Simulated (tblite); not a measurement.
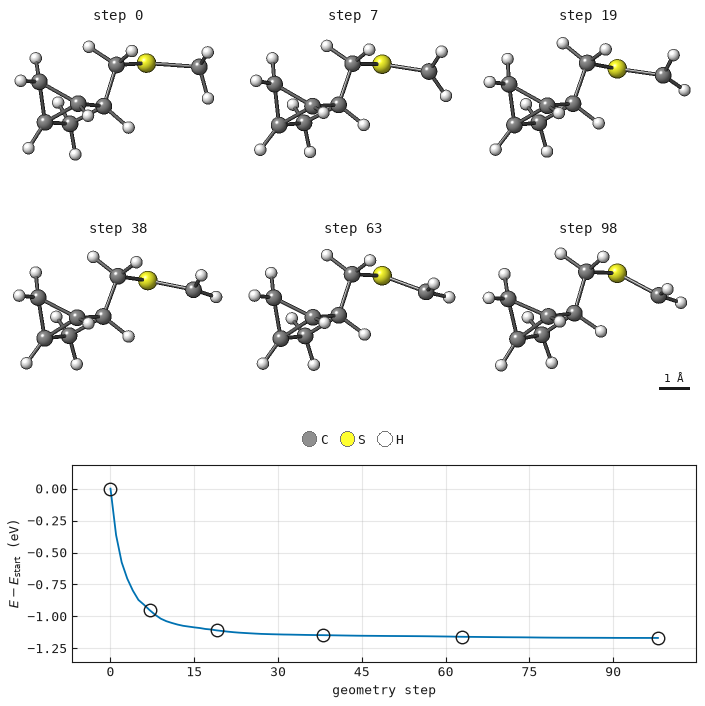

Frames of a relaxation of C$_{7}$H$_{11}$S (multiplicity 2), marked on the history of the run. Style: ball-and-stick. Shown at a tilt.

All numbers below come from tblite 0.8.0, GFN2-xTB geometry optimisation, gas phase. 

What happens along the run?

Answer. The largest move after the best rigid fit is that of an H atom, 0.92 Å. Largest moves by element: H 0.92 Å, C 0.68 Å, S 0.10 Å. Among the contacts that change: C–S 1.821 → 1.700 Å, C–H 1.127 → 1.088 Å, C–H 1.112 → 1.073 Å, C–C 1.509 → 1.546 Å. Bond angles that change, for instance: C–S–C 113.2° → 100.7°, C–C–H 111.6° → 120.0°, C–C–C 109.0° → 117.1°. Groups turn about C–S by about 20°. The energy falls by 1.169 eV in 98 geometry steps. From step 0 to 7: a C atom moves most (0.32 Å), energy −0.951 eV. From step 7 to 19: an H atom moves most (0.28 Å), energy −0.159 eV. From step 19 to 38: an H atom moves most (0.29 Å), energy −0.037 eV. From step 38 to 63: an H atom moves most (0.31 Å), energy −0.013 eV. From step 63 to 98: an H atom moves most (0.21 Å), energy −0.009 eV.
